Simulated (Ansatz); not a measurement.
Energy over volume and axial ratio for ZrB2 (AlB2 type, space group P6/mmm)

ZrB₂ (AlB2 type, space group P6/mmm)

```
ZrB2
1.0
    3.16770     0.00000     0.00000
   -1.58385     2.74331     0.00000
    0.00000     0.00000     3.55026
Zr B
1 2
Direct
  0.00000   0.00000   0.00000
  0.33333   0.66667   0.50000
  0.66667   0.33333   0.50000
```

The relaxed cell is deformed in two ways at once: its volume V is scaled, and at that volume it is stretched along z (the c axis of the conventional cell) so that c/a changes. Fractional atomic positions are held.

Computed with r2SCAN (plane waves to 500 eV, PAW, scalar-relativistic; Ansatz, a quantum-chemistry and plane-wave program). k mesh 17×17×13 (Γ-centred), Fermi-Dirac smearing 0.05 eV. E stands for the smeared free energy. With partly filled bands, the response to shear is sensitive to the k mesh, so small differences along c/a are uncertain. ZrB2 is run without spin polarisation. ZrB2 was relaxed with its symmetry unable to fall. ΔE is measured from the relaxed starting cell.

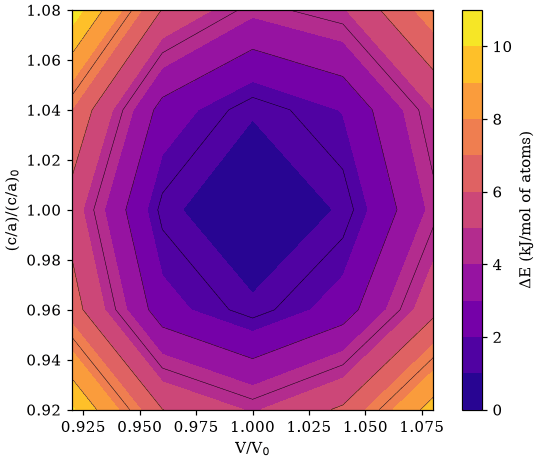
*ΔE (kJ/mol of atoms) over the 5×5 grid of computed points.*

The modulus against c/a change at fixed volume, (3/4V)·∂²E/∂(ln c/a)² (fit, atoms clamped) comes out as 170 GPa. Lowest place on the grid: V/V₀ = 1.000, (c/a)/(c/a)₀ = 1.000 (0 meV/atom). Highest place on the grid: V/V₀ = 0.920, (c/a)/(c/a)₀ = 1.080 (110 meV/atom).

Near the relaxed cell σzz − σxx = −2Cδ (compression positive), C being this modulus and δ the logarithm of the ratio.

(Under strain, the slope of the energy per volume gives the stress and its curvature an elastic modulus.)
